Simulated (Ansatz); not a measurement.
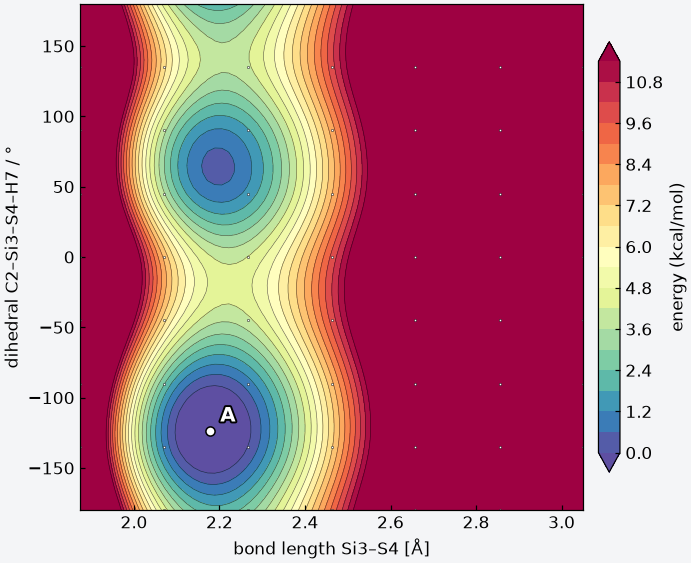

CH₃NSSi, SMILES N=C=[SiH]S. First axis: bond length Si3–S4. Second axis: dihedral C2–Si3–S4–H7. Nothing is relaxed (all other coordinates rigid). The grid has 7 × 8 points. Energies are in kcal/mol, from the lowest grid point. Method: RKS PBE-D4/def2-TZVP (Ansatz 0.2.0).

Drawn: filled contours, dots at the grid points, one colour for all values above the top of the scale, the well A. Between grid points the surface is interpolated.

Where is the minimum, and how stiff is the well along each coordinate? Take the well at A.

The interpolated minimum is at bond length Si3–S4 ≈ 2.177 Å, dihedral C2–Si3–S4–H7 ≈ −124°. The curvatures there are about 14 eV/Å² and 0.36 eV/rad², with a cross term of about −0.06 eV/(Å·rad). Round the minimum the two coordinates are nearly uncoupled. (1 eV is 23.1 kcal/mol.)
